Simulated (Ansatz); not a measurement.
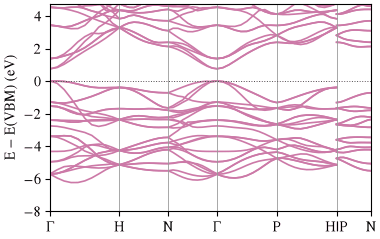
Figure: Band structure from plane-wave PAW PBEsol (Ansatz code)

Read off the gap and where the band edges lie.

About 0.8 eV (0.76 eV by a search for the band edges); maximum at Γ, minimum at Γ.

The material is Zr3N4 in space group I-43d (No. 220; Zr on 12a, N on 16c).

Symmetry was held in the PBEsol relaxation. The run is not spin-polarised. Scalar-relativistic: spin–orbit coupling is off unless named, which matters more the heavier the elements.

Potentials: the later of the program's two PAW sets.
